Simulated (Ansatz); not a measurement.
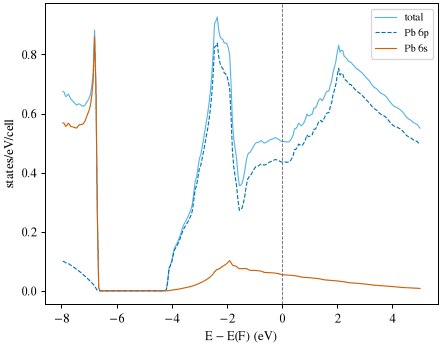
*Total and projected density of states of Pb (fcc (Cu type), Fm-3m), DFT-PBE+D3(BJ) in the program Ansatz with PAW potentials*

Task: Which orbitals carry the states next to the Fermi level?

Result: Within 0.5 eV of the Fermi level: Pb 6p 86 %, Pb 6s 11 %. Projections are on Löwdin-orthogonalised atomic valence shells; empty p or d shells of many metals are not among them.

Task: Where is the tallest occupied peak in this window, and what makes it?

Result: Near -2.3 eV, about 0.93 states/eV per cell; the largest projected share is Pb 6p.

The cell was relaxed with PBE+D3(BJ) under the symmetry of its start. The pairwise dispersion correction was not fitted to metals. Scalar-relativistic: spin–orbit coupling is off unless named, which matters more the heavier the elements.

Potentials: the earlier of the program's two PAW sets.
